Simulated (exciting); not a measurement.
The O K edge of atom 4 in MgZn2O3, space group P-3m1, with 6 Zn at 2.16 Å (octahedral, site symmetry -3m), was computed at 2 levels: exchange and screened direct term (singlet BSE) and independent particles. Common settings: exciting, all-electron LAPW+lo, LDA, 5×5×2 shifted k points, 23 conduction bands, |G+q| up to 3 bohr⁻¹, full RPA screening with nempty = 47, Lorentzian half width 0.45 eV.

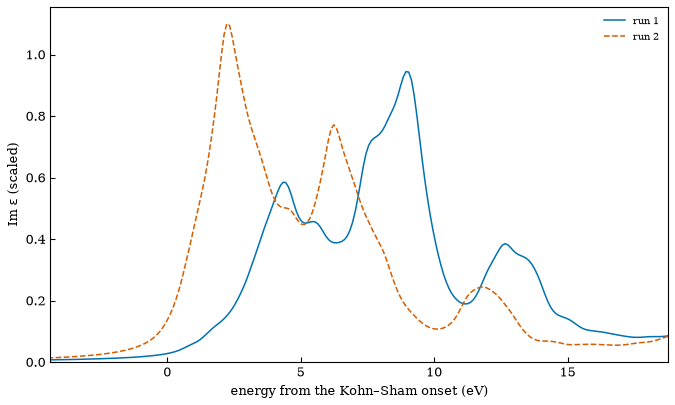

Energy from the Kohn–Sham onset, core level to the lowest empty state found on the meshes used; all runs on one relative scale.

Which run is which, and why?

Run 1: independent particles; highest local maximum in the window at 9.0 eV. Run 2: exchange and screened direct term (singlet BSE); highest local maximum in the window at 2.2 eV. The attractive direct term pulls weight down: the curves pass 0.17 at 2.4 and 0.2 eV in the order of the runs. Fine structure above the first lines is partly noise of the 50-point mesh.

[Hosts, paths, dates, database ids (printed as entryN), source tags and the programs' standing remarks are cut or masked in the printed files.]
